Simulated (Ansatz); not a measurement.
Start from KI in the rock salt structure (space group Fm-3m, No. 225; a = 7.182 Å).

One thing is altered: an isotropic linear strain of +3.00 %; the atoms relax in the strained cell.

Level of theory: PBE/PAW in Ansatz (a first-principles code), spin-orbit coupling left out.

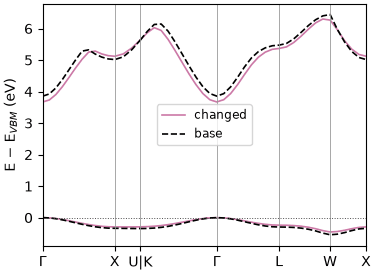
*Highest valence and lowest conduction band along the path, each from its own valence-band maximum*

The gap is 3.67 eV, direct at Γ; the base has 3.86 eV.

With I present, leaving out spin-orbit coupling can change the band edges. Whether these cells are dynamically stable was not tested.
